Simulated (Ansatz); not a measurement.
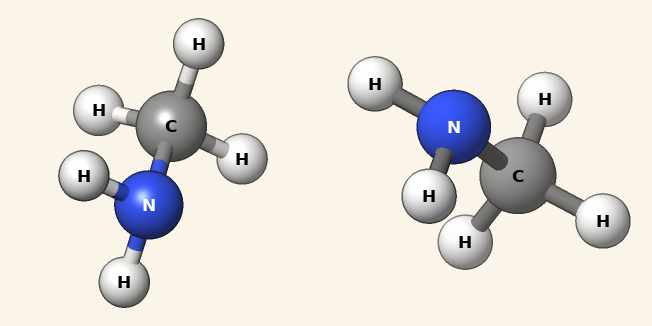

Both panels show the same species.

Computed geometry: PBE0-D4/def2-TZVP optimisation.

Identify the structure.

It has 7 atoms: 1 carbon, 5 hydrogen and 1 nitrogen (CH₅N). This geometry has Cs symmetry. Coordination: 1 N trigonal pyramidal; 1 C tetrahedral.

More results for the same structure follow; atom numbers are the same in all pictures, views and colours differ.

## Dipole moment

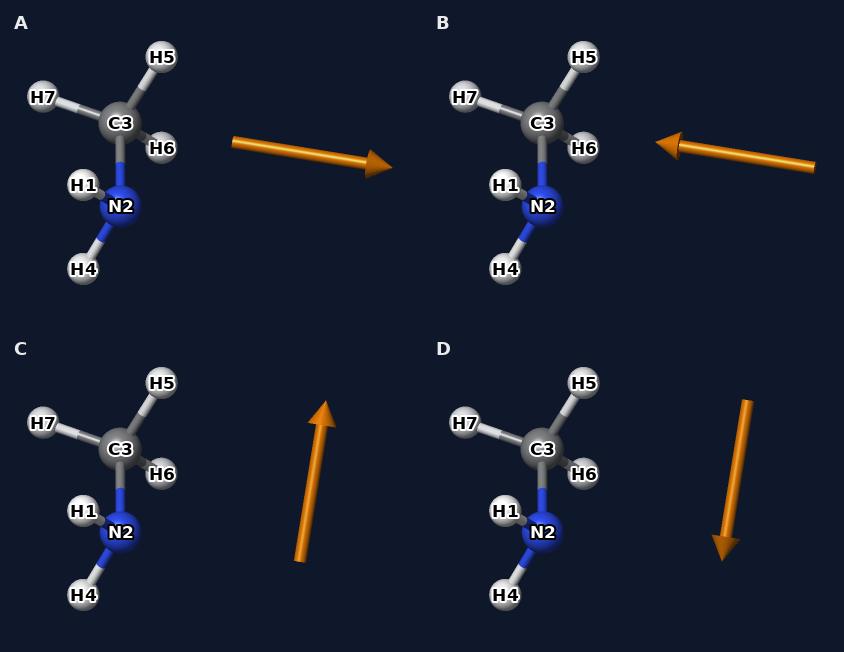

The same molecule four times, each with an arrow. Method: RKS PBE0-D4/def2-TZVP (Ansatz 0.2.0).

Question: Which arrow points along the dipole moment, from the negative to the positive end?

Answer: B. The dipole moment is 1.35 D; it points from the side of N2, H5, H6 to the side of H7 (the outermost atoms at the two ends).

## Vibrations

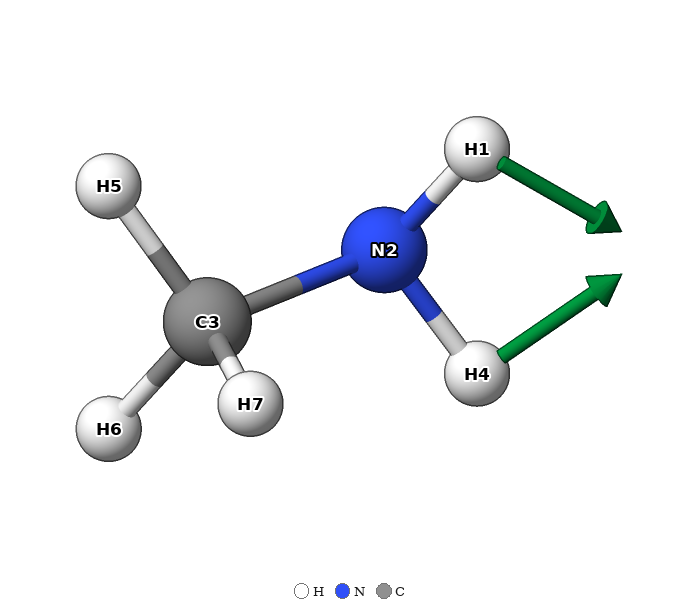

The arrows show one normal mode. Harmonic vibrations computed with RKS PBE0-D4/def2-TZVP (Ansatz 0.2.0) at a stationary point of the same level.

Question: Describe the motion.

Answer: Mostly H–N–H bending.

Question: At what wavenumber does it lie?

Answer: 1664 cm⁻¹; it is mode 10 of 15 counted from the lowest.

## Thermal motion

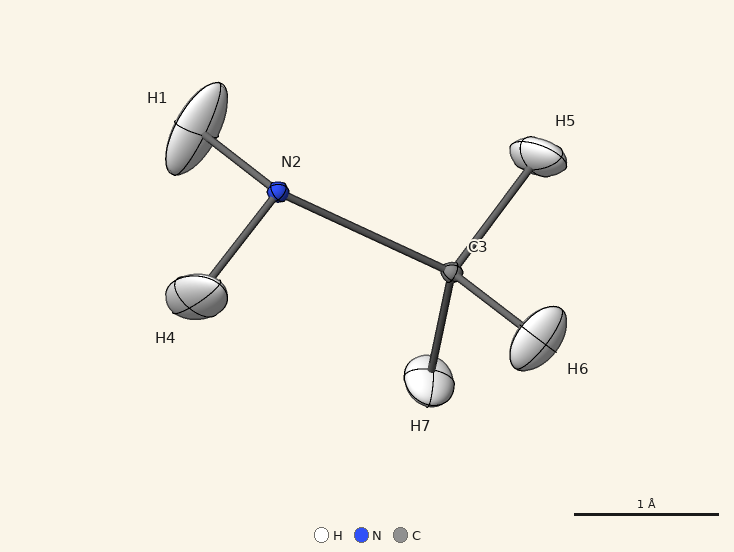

Displacement ellipsoids at the 50 % level, from the internal vibrations of the free molecule (harmonic, no overall translation or rotation; no half-axis is drawn under 0.075 Å). Vibrations computed with RKS PBE0-D4/def2-TZVP (Ansatz 0.2.0). Temperature: 600 K.

List U_eq and the three principal root-mean-square amplitudes for each kind of atom.

| atom | U_eq (Å²) | rms amplitudes (Å) |
| --- | --- | --- |
| H1, H4 | 0.0253 | 0.067, 0.121, 0.238 |
| N2 | 0.00046 | 0.016, 0.020, 0.027 |
| C3 | 0.00050 | 0.018, 0.018, 0.029 |
| H5, H6 | 0.0156 | 0.072, 0.115, 0.168 |
| H7 | 0.0136 | 0.073, 0.115, 0.149 |
